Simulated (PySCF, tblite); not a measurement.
# C₅H₁₃NOSi₂: geometry, infrared bands and NMR shifts

Wanted: the infrared bands and NMR shifts of C₅H₁₃NOSi₂ (`C=CC(=C)[Si@H](O)[SiH2]NC`), by calculation.

Computed with tblite 0.8.0 and PySCF 2.14.0, with density-fitted response routines of our own, on a single molecule in the gas phase. Atoms are numbered from 0 throughout.

**1. The molecule as given**

22 atoms, charge 0, multiplicity 1; geometry from: force field or distance geometry start.

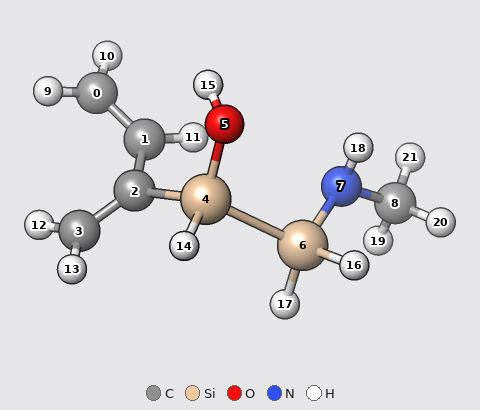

As it starts; carbon grey, silicon light orange, oxygen red, nitrogen blue, hydrogen white, atoms numbered; sticks join atoms by distance.

**2. Geometry optimisation with GFN2-xTB**

Job settings and geometry (Å):

```
{"job": {"kind": "relax", "xc": "GFN2-xTB", "basis": "xTB"}, "charge": 0, "multiplicity": 1}
C      2.665200    -0.594600     1.859500
C      1.708100    -0.366000     0.925700
C      1.634300     0.838700     0.140700
C      2.689600     1.360500    -0.514400
Si    -0.075800     1.636700     0.045800
O     -0.698700     1.855800     1.571800
Si    -1.519200     0.259700    -1.233600
N     -1.994300    -1.136000    -0.352000
C     -2.695100    -2.270500    -0.955500
H      3.426900     0.135600     2.084000
H      2.667900    -1.521600     2.421600
H      0.955100    -1.144100     0.772100
H      3.661200     0.878400    -0.447400
H      2.633900     2.257500    -1.107100
H      0.034200     2.976400    -0.615100
H     -0.273100     1.319600     2.275800
H     -2.775400     0.978100    -1.550000
H     -0.871500    -0.205000    -2.483000
H     -2.529100    -0.828300     0.464700
H     -2.117000    -2.705500    -1.770600
H     -3.688900    -1.967800    -1.330400
H     -2.848500    -3.047000    -0.203600
```

Run with:

```
OMP_NUM_THREADS=1 python probes_run.py task.json out
```

The driver reads the jobs from task.json and runs them one after another.

What it wrote:

```text
step      E/eV     max force
  0    -755.20712    2.181
  1    -755.29711    1.511
  2    -755.34091    0.568
  3    -755.36780    0.379
  4    -755.38997    0.448
  5    -755.40406    0.366
  6    -755.41957    0.361
  7    -755.43218    0.410
  8    -755.44415    0.276
  9    -755.45223    0.237
 10    -755.45753    0.153
 11    -755.46269    0.195
 12    -755.46790    0.168
 13    -755.47223    0.143
 14    -755.47497    0.091
 15    -755.47653    0.085
 16    -755.47783    0.083
 17    -755.47931    0.103
 18    -755.48070    0.081
 19    -755.48183    0.062
 20    -755.48283    0.081
 21    -755.48405    0.107
 22    -755.48575    0.111
 23    -755.48794    0.106
 24    -755.49031    0.097
 25    -755.49269    0.107
 26    -755.49544    0.129
 27    -755.49921    0.138
 28    -755.50387    0.171
 29    -755.50348    0.595
 30    -755.51097    0.173
 31    -755.51363    0.126
 32    -755.51969    0.235
 33    -755.52304    0.193
 34    -755.52848    0.172
 35    -755.53083    0.120
 36    -755.53263    0.281
 37    -755.53598    0.134
 38    -755.53934    0.140
 39    -755.54266    0.109
 40    -755.54424    0.117
 41    -755.54726    0.109
 42    -755.54962    0.108
 43    -755.55083    0.110
 44    -755.55178    0.072
 45    -755.55284    0.081
 46    -755.55426    0.096
 47    -755.55508    0.089
 48    -755.55561    0.057
 49    -755.55603    0.058
 50    -755.55659    0.095
 51    -755.55732    0.109
 52    -755.55820    0.086
 53    -755.55911    0.054
 54    -755.56007    0.059
 55    -755.56104    0.088
 56    -755.56189    0.089
 57    -755.56253    0.098
 58    -755.56306    0.051
 59    -755.56345    0.048
 60    -755.56380    0.058
 61    -755.56413    0.054
 62    -755.56447    0.050
 63    -755.56481    0.042
 64    -755.56513    0.045
 65    -755.56543    0.040
 66    -755.56577    0.048
 67    -755.56616    0.053
 68    -755.56656    0.043
 69    -755.56688    0.035
 70    -755.56710    0.032
 71    -755.56729    0.033
 72    -755.56750    0.035
 73    -755.56774    0.034
 74    -755.56795    0.053
 75    -755.56813    0.034
 76    -755.56828    0.027
 77    -755.56844    0.027
 78    -755.56856    0.024
 79    -755.56870    0.021
 80    -755.56879    0.025
 81    -755.56888    0.026
 82    -755.56899    0.025
 83    -755.56915    0.036
 84    -755.56933    0.040
 85    -755.56950    0.034
 86    -755.56966    0.029
 87    -755.56983    0.026
 88    -755.57005    0.029
 89    -755.57032    0.041
 90    -755.57056    0.034
 91    -755.57069    0.017
 92    -755.57076    0.019
 93    -755.57082    0.019
 94    -755.57088    0.022
 95    -755.57095    0.016
 96    -755.57100    0.018
 97    -755.57105    0.017
 98    -755.57110    0.020
 99    -755.57116    0.022
100    -755.57123    0.021
101    -755.57128    0.017
102    -755.57133    0.015
103    -755.57136    0.012
104    -755.57139    0.010
105    -755.57143    0.009
```

Wall time 1.8 s (1 thread of Arm Neoverse N1, shared host); peak memory 0.18 GiB.

Along the way: (not every step is listed)

```csv
step,energy from step 0 (eV),largest force (eV/Å)
0,0.0000,2.1815
1,-0.0900,1.5110
2,-0.1338,0.5681
3,-0.1607,0.3794
4,-0.1828,0.4477
5,-0.1969,0.3657
6,-0.2124,0.3608
7,-0.2251,0.4104
8,-0.2370,0.2760
17,-0.2722,0.1029
26,-0.2883,0.1287
35,-0.3237,0.1201
44,-0.3447,0.0722
53,-0.3520,0.0539
62,-0.3573,0.0502
71,-0.3602,0.0325
80,-0.3617,0.0249
89,-0.3632,0.0408
98,-0.3640,0.0196
100,-0.3641,0.0207
101,-0.3642,0.0166
102,-0.3642,0.0148
103,-0.3642,0.0121
104,-0.3643,0.0105
105,-0.3643,0.0095
```

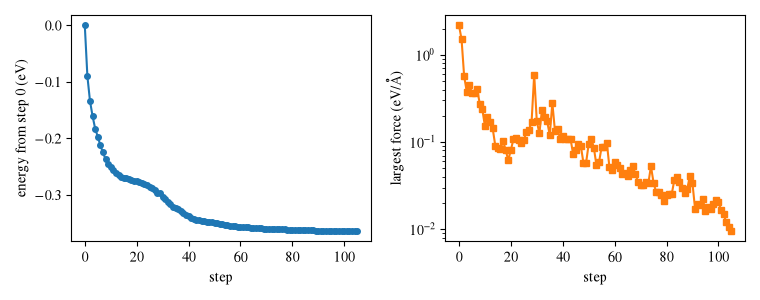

Energy and largest force along the relaxation.

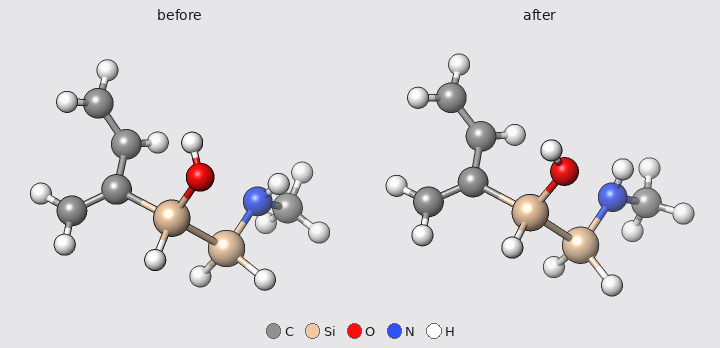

Before and after, at one scale.

Close pairs (by a distance rule), those that changed most:

```csv
bond,before (Å),after (Å),change (Å)
Si4–Si6,2.370,2.294,-0.076
C0–C1,1.357,1.326,-0.031
O5–H15,0.982,0.955,-0.027
Si4–H14,1.498,1.473,-0.025
Si4–O5,1.663,1.639,-0.024
C1–C2,1.440,1.462,+0.022
N7–C8,1.464,1.443,-0.021
C2–C3,1.347,1.331,-0.016
```

The next job starts from the end point, and lists it.

**3. Harmonic vibrations with GFN2-xTB**

Job settings and geometry (Å):

```
{"job": {"kind": "ir", "xc": "GFN2-xTB", "basis": "xTB"}, "charge": 0, "multiplicity": 1}
C      2.743602    -0.672931     1.793202
C      1.744422    -0.400784     0.965163
C      1.618675     0.832807     0.191136
C      2.675420     1.389419    -0.395972
Si    -0.142035     1.521280    -0.000896
O     -0.895693     1.527883     1.454334
Si    -1.481482     0.224618    -1.336821
N     -1.986545    -1.123214    -0.394438
C     -2.794664    -2.201056    -0.910598
H      3.558863     0.016615     1.941434
H      2.783135    -1.587375     2.360928
H      0.921394    -1.097819     0.862480
H      3.659245     0.946627    -0.352096
H      2.588832     2.301824    -0.961970
H      0.029158     2.917807    -0.435317
H     -0.500390     1.938760     2.219957
H     -2.592885     0.992335    -1.942514
H     -0.778683    -0.380218    -2.479691
H     -2.162019    -0.965020     0.586946
H     -2.512093    -2.381215    -1.945384
H     -3.867094    -1.976648    -0.885014
H     -2.619572    -3.113233    -0.335720
```

What it wrote:

```text
mode    cm-1     km/mol
  1      13.6      0.10
  2      18.4      0.39
  3      64.2      0.54
  4      79.5      0.13
  5      93.8      0.63
  6     102.5      0.92
  7     154.0      0.54
  8     156.4      2.07
  9     177.9      5.50
 10     255.1      0.96
 11     277.1      1.46
 12     293.7     43.36
 13     332.9     35.83
 14     340.8     46.24
 15     421.3     35.39
 16     458.8     18.88
 17     484.0     35.65
 18     520.2     81.62
 19     579.6      8.27
 20     588.0     28.53
 21     645.0    428.98
 22     677.4     78.10
 23     714.9    101.71
 24     731.4    184.28
 25     751.0      3.36
 26     806.2    219.57
 27     808.5     66.93
 28     842.7    223.99
 29     859.9    133.11
 30     881.3     14.08
 31     899.9     34.76
 32     927.7     16.15
 33    1012.7     12.76
 34    1063.8      3.89
 35    1066.8     44.53
 36    1108.5      2.73
 37    1155.9     84.90
 38    1161.3      9.93
 39    1294.2      1.36
 40    1363.6     70.17
 41    1399.8      2.34
 42    1422.5      3.32
 43    1425.8      2.54
 44    1493.0      3.12
 45    1504.5      2.39
 46    1650.3      1.35
 47    1674.4      8.77
 48    2090.7    408.47
 49    2155.1    431.73
 50    2179.5    275.22
 51    2905.5     81.14
 52    2966.7     60.16
 53    3030.5     28.14
 54    3038.5     28.06
 55    3069.4     42.14
 56    3095.1     25.74
 57    3106.4     48.14
 58    3118.1     46.11
 59    3439.9      7.54
 60    3636.7      2.21
```

It took 2 s on 1 thread of Arm Neoverse N1, shared host; peak memory 0.18 GiB.

Which atoms move in the most intense modes:

```csv
cm⁻¹,km/mol,atoms
645,429.0,H14 61 %
731,184.3,"H17 39 %, H16 28 %, Si6 12 %"
806,219.6,"H15 61 %, O5 24 %"
843,224.0,"H17 46 %, H16 44 %"
860,133.1,"O5 43 %, Si4 36 %, H15 16 %"
2091,408.5,H16 92 %
2155,431.7,H14 96 %
2180,275.2,H17 93 %
```

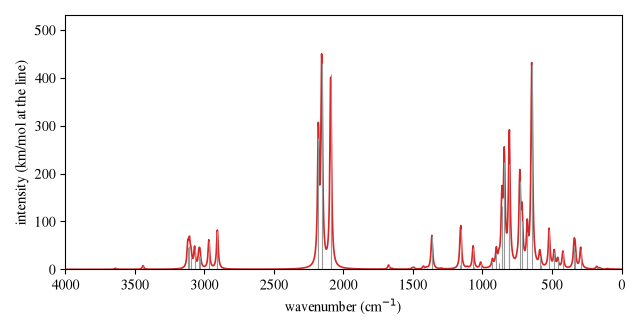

The infrared spectrum from these modes, unscaled. Lines are broadened to a width of 14 cm⁻¹ (Lorentzian).

**4. Shielding tensors: PBE0/pcSseg-1**

Settings changed since step 3:

```diff
@@ -1,2 +1,2 @@
-{"job": {"kind": "ir", "xc": "GFN2-xTB", "basis": "xTB"}, "charge": 0, "multiplicity": 1}
+{"job": {"kind": "nmr", "xc": "PBE0", "basis": "pcSseg-1"}, "charge": 0, "multiplicity": 1}
 C      2.743602    -0.672931     1.793202
```

With the program's defaults for keys left out, this is: GIAO PBE0/pcSseg-1 NMR shielding, non-relativistic, gas phase.

What it wrote:

```text
coarse grid: 18888 points
cycle   1  E = -906.4355275862  dE =  9.573e-01  |g| = 8.282e-01  |ddm| = 4.233e+00
cycle   2  E = -906.2833730687  dE =  1.522e-01  |g| = 1.216e+00  |ddm| = 1.990e+00
cycle   3  E = -906.5698060057  dE = -2.864e-01  |g| = 1.156e-01  |ddm| = 1.427e+00
cycle   4  E = -906.5725075093  dE = -2.702e-03  |g| = 4.056e-02  |ddm| = 1.558e-01
cycle   5  E = -906.5729155407  dE = -4.080e-04  |g| = 9.266e-03  |ddm| = 4.695e-02
cycle   6  E = -906.5729347229  dE = -1.918e-05  |g| = 3.965e-03  |ddm| = 1.282e-02
cycle   7  E = -906.5729385506  dE = -3.828e-06  |g| = 7.609e-04  |ddm| = 3.947e-03
final grid: 171928 points
cycle   8  E = -906.6332352201  dE = -4.102e-05  |g| = 9.660e-03  |ddm| = 3.034e-02
cycle   9  E = -906.6332218749  dE =  1.335e-05  |g| = 1.257e-02  |ddm| = 2.041e-02
cycle  10  E = -906.6332568190  dE = -3.494e-05  |g| = 1.563e-03  |ddm| = 1.226e-02
cycle  11  E = -906.6332572982  dE = -4.792e-07  |g| = 2.985e-04  |ddm| = 1.392e-03
cycle  12  E = -906.6332573138  dE = -1.556e-08  |g| = 1.585e-04  |ddm| = 4.113e-04
cycle  13  E = -906.6332573201  dE = -6.311e-09  |g| = 4.064e-05  |ddm| = 1.863e-04
cycle  14  E = -906.6332573205  dE = -3.920e-10  |g| = 8.124e-06  |ddm| = 4.563e-05
converged SCF energy = -906.6332573205

GIAO shielding tensors (ppm)
atom      isotropic    diamagn.    paramagn.     s11        s22        s33       span
  0 C       67.589     253.945    -186.357    -36.197     72.757    166.206    202.402
  1 C       37.234     256.105    -218.871    -84.044     42.146    153.600    237.644
  2 C       26.054     266.149    -240.095    -81.692      1.820    158.035    239.727
  3 C       56.629     252.251    -195.622    -49.966     60.644    159.208    209.175
  4 Si     361.326     882.068    -520.742    326.268    346.353    411.358     85.089
  5 O      319.239     391.262     -72.024    282.084    325.437    350.196     68.112
  6 Si     403.941     882.489    -478.548    361.389    366.749    483.686    122.297
  7 N      264.546     326.684     -62.139    234.996    251.484    307.157     72.161
  8 C      151.408     238.698     -87.290    128.118    138.722    187.384     59.266
  9 H       26.075      31.619      -5.544     22.881     25.522     29.821      6.940
 10 H       26.474      30.725      -4.251     24.109     25.027     30.285      6.176
 11 H       24.599      35.771     -11.172     21.743     22.322     29.733      7.990
 12 H       25.474      31.819      -6.344     22.440     24.721     29.262      6.822
 13 H       26.180      31.526      -5.346     23.386     24.782     30.374      6.988
 14 H       26.318      30.789      -4.471     23.239     24.838     30.877      7.638
 15 H       30.607      32.249      -1.642     22.705     25.178     43.938     21.233
 16 H       26.701      29.915      -3.214     23.126     24.553     32.425      9.299
 17 H       27.128      31.881      -4.753     24.916     25.303     31.165      6.249
 18 H       31.841      36.562      -4.722     21.290     32.315     41.916     20.626
 19 H       29.121      27.589       1.531     25.162     27.223     34.978      9.816
 20 H       28.717      25.151       3.566     23.433     26.545     36.172     12.739
 21 H       28.607      27.391       1.216     23.114     26.682     36.025     12.910
```

Wall time 88 s (1 thread of Arm Neoverse N1, shared host); peak memory 1.1 GiB.

The references, computed at this level on geometries of the same kind, shield at (ppm): 1H TMS 31.72, 13C TMS 186.9, 29Si TMS 349.2, 15N NH3 267.7, 17O H2O 336.1. Their shielding less the atom's gives the shift. The references are single molecules in the gas phase, so shifts against H2O, NH3, PH3, H3PO4 or CFCl3 are not on the usual liquid scales and can be off by tens of ppm. Atoms listed in one row are averaged.

```csv
atoms,environment,σ (ppm),δ (ppm),δ scaled to CDCl3
C2,fully substituted alkene carbon,26.1,160.9,155.1
C1,alkene CH,37.2,149.7,144.2
C3,terminal =CH2 carbon,56.6,130.3,125.3
C0,terminal =CH2 carbon,67.6,119.3,114.6
C8,methyl carbon bonded to N,151.4,35.5,32.7
H11,hydrogen on an alkene CH,24.60,7.12,6.82
H12,hydrogen on a terminal =CH2 carbon,25.47,6.24,5.99
H9,hydrogen on a terminal =CH2 carbon,26.07,5.64,5.42
H13,hydrogen on a terminal =CH2 carbon,26.18,5.54,5.33
H14,"hydrogen on a silicon bonded to C, O, Si",26.32,5.40,–
H10,hydrogen on a terminal =CH2 carbon,26.47,5.24,5.05
H16,"hydrogen on a silicon bonded to N, Si",26.70,5.02,–
H17,"hydrogen on a silicon bonded to N, Si",27.13,4.59,–
"H19, H20, H21",hydrogen on a methyl carbon bonded to N,28.81,2.90,2.84
H15,hydrogen on an oxygen bonded to Si,30.61,1.11,–
H18,"hydrogen on a nitrogen bonded to C, Si",31.84,-0.12,–
Si4,"silicon bonded to C, O, Si, H",361.3,-12.2,–
Si6,"silicon bonded to N, Si, 2 H",403.9,-54.8,–
O5,"oxygen bonded to Si, H",319.2,16.8,–
N7,"nitrogen bonded to C, Si, H",264.5,3.2,–
```

The scaled column applies a straight-line fit of computed shieldings to shifts measured in CDCl3 (root-mean-square error 0.16 ppm for H, 1.9 ppm for C).

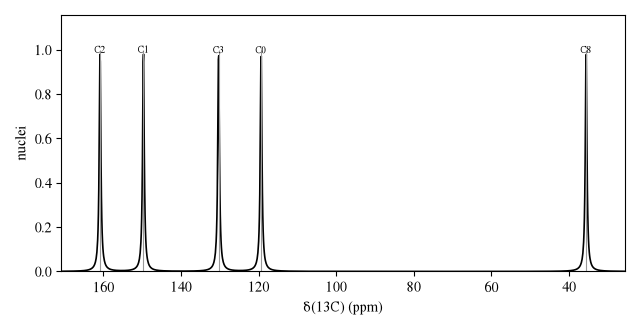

13C lines at the computed shifts, without couplings. Lines are broadened to a width of 0.50 ppm (Lorentzian).

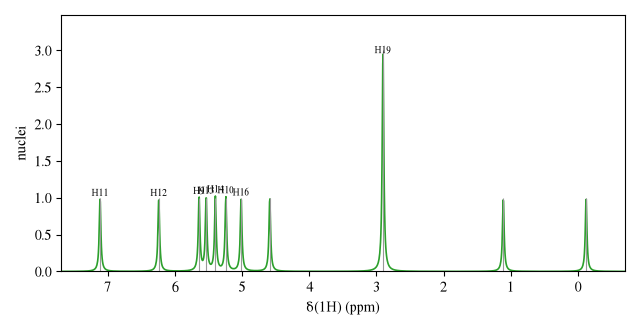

1H lines at the computed shifts, without couplings. Lines are broadened to a width of 0.03 ppm (Lorentzian).

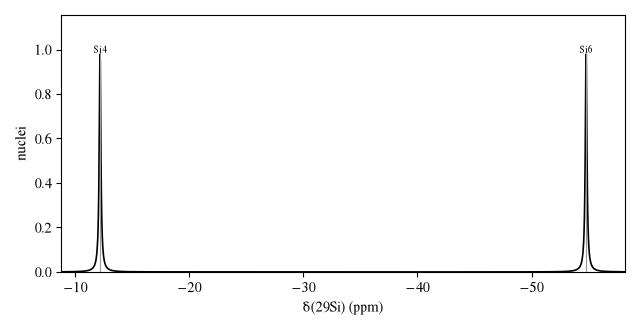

29Si lines at the computed shifts, without couplings. Lines are broadened to a width of 0.17 ppm (Lorentzian).

Charges from the same density, by scheme (e):

```csv
atoms,Mulliken,IAO,Hirshfeld,ESP fit
C0,-0.15,-0.32,-0.10,-0.48
C1,-0.15,-0.14,-0.05,0.06
C2,-0.55,-0.28,-0.09,-0.16
C3,-0.08,-0.29,-0.09,-0.34
Si4,0.78,0.86,0.33,0.48
O5,-0.57,-0.80,-0.31,-0.73
Si6,0.47,0.58,0.27,0.32
N7,-0.71,-0.67,-0.24,-0.43
C8,-0.09,-0.30,-0.07,-0.31
```

Hirshfeld charges:

C0 -0.10; C1 -0.05; C2 -0.09; C3 -0.09; Si4 0.33; O5 -0.31; Si6 0.27; N7 -0.24; C8 -0.07; H9 0.04; H10 0.05; H11 0.04; H12 0.04; H13 0.04; H14 -0.09; H15 0.18; H16 -0.10; H17 -0.09; H18 0.11; H19 0.05; H20 0.03; H21 0.04

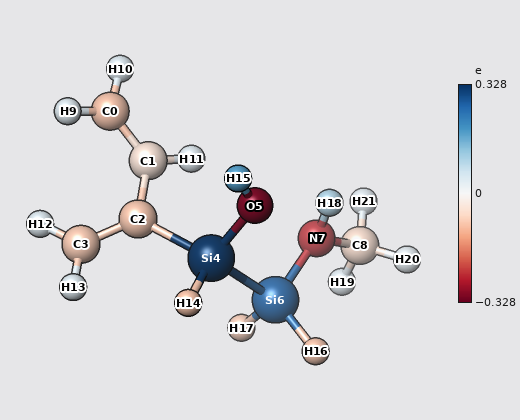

Hirshfeld charges, as colours on the atoms.

Mayer bond orders: C0–C1 1.95, C1–C2 1.06, C2–C3 1.93, C2–Si4 0.80, Si4–O5 1.01, Si4–Si6 0.91, Si6–N7 0.99, N7–C8 0.97.

**5. Results**

```
                                                              quantity                                                                  value
                             strongest single infrared mode (GFN2-xTB)                                                  2155 cm⁻¹, 432 km/mol
                                          zero-point energy (GFN2-xTB)                                                         103.8 kcal/mol
                                13C shifts against TMS (PBE0/pcSseg-1)                                   160.9, 149.7, 130.3, 119.3, 35.5 ppm
1H shifts against TMS (PBE0/pcSseg-1, means over atoms taken as alike)  7.12, 6.24, 5.64, 5.54, 5.40, 5.24, 5.02, 4.59, 2.90, 1.11, -0.12 ppm
                               29Si shifts against TMS (PBE0/pcSseg-1)                                                       -12.2, -54.8 ppm
                                17O shifts against H2O (PBE0/pcSseg-1)                                                               16.8 ppm
                                15N shifts against NH3 (PBE0/pcSseg-1)                                                                3.2 ppm
```

In words: Relaxing lowered the energy by 0.364 eV in 105 steps; the close pair that moved most is Si4–Si6, from 2.370 to 2.294 Å. No mode is imaginary among the 60: a minimum at this level. The strongest single mode, at 2155 cm⁻¹, moves mainly H14. Unscaled tight-binding wavenumbers are off by several per cent, some by more. Its intensities can rank the bands wrongly. The most deshielded hydrogen is H11 (hydrogen on an alkene CH), at 7.12 ppm: olefinic region.
